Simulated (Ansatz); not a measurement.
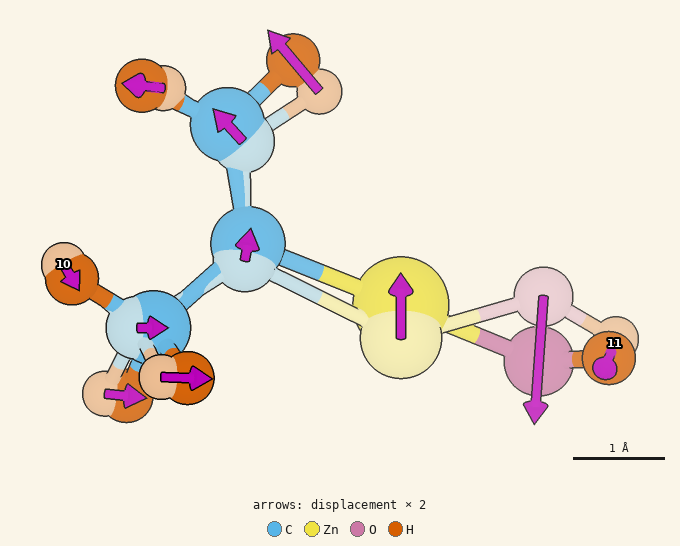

This is a relaxation of C₃H₆OZn. The starting structure is drawn faded, the final one solid; purple arrows show the displacements, 2 times their true length. The two geometries are superimposed by the best rigid fit.

The picture is a ball-and-stick view, seen at a tilt.

The start comes from GFN2-xTB.

Theory: Ansatz 0.2.0, RKS PBE0-D4/def2-TZVP.

Input
```yaml
crystal:
  periodic: [false, false, false]
  atoms:
    - {symbol: C, position_ang: [0.448940, 1.330600, -0.077020]}
    - {symbol: C, position_ang: [0.177890, 0.081740, 0.259200]}
    - {symbol: C, position_ang: [0.716400, -0.535770, 1.512480]}
    - {symbol: Zn, position_ang: [-0.982920, -0.869960, -1.041400]}
    - {symbol: O, position_ang: [-1.754470, -0.579260, -2.568960]}
    - {symbol: H, position_ang: [1.075560, 1.958550, 0.545980]}
    - {symbol: H, position_ang: [0.065660, 1.790470, -0.974730]}
    - {symbol: H, position_ang: [-0.096890, -0.832220, 2.172990]}
    - {symbol: H, position_ang: [1.299390, -1.426270, 1.284660]}
    - {symbol: H, position_ang: [1.353790, 0.173960, 2.040630]}
    - {symbol: H, position_ang: [-2.303340, -1.091840, -3.153840]}
basis:
  gaussian: {orbitals: def2-TZVP}
hamiltonian: {xc: pbe0, dispersion: d4}
relax: {f_tol: 0.005, max_steps: 150}
```

Launched with:
```bash
ansatz run in.yaml --threads 4 --pin off --events-out ev --progress --plain --max-ram 10444MiB
```

### Atoms of which element are displaced furthest, and by how much?

Oxygen: up to 0.77 Å, against 0.55 Å for hydrogen.

### Describe the change and its energy.

The largest move after the best rigid fit is that of O5, 0.77 Å. Largest moves by element: O 0.77 Å, H 0.55 Å, Zn 0.41 Å, C 0.26 Å. Near-neighbour distances that change, for instance: C2–Zn4 1.986 → 1.917 Å, Zn4–O5 1.736 → 1.778 Å, C1–C2 1.321 → 1.333 Å, C1–H6 1.084 → 1.091 Å. Among the angles between lasting bonds that change: C2–Zn4–O5 139.1° → 176.3°, Zn4–O5–H11 135.0° → 116.7°, C1–C2–Zn4 114.0° → 118.6°. The energy falls by 38.4 kJ/mol in 32 accepted moves (42 points after the start). The largest force component goes from 1.3 to 0.0025 eV/Å. The line search rejected the trial steps at points 8, 12, 14, 16, 22, 25, 29, 31 and more of the run. The run took 2.3 min on 4 threads of Arm Neoverse V2, with other jobs on the host.
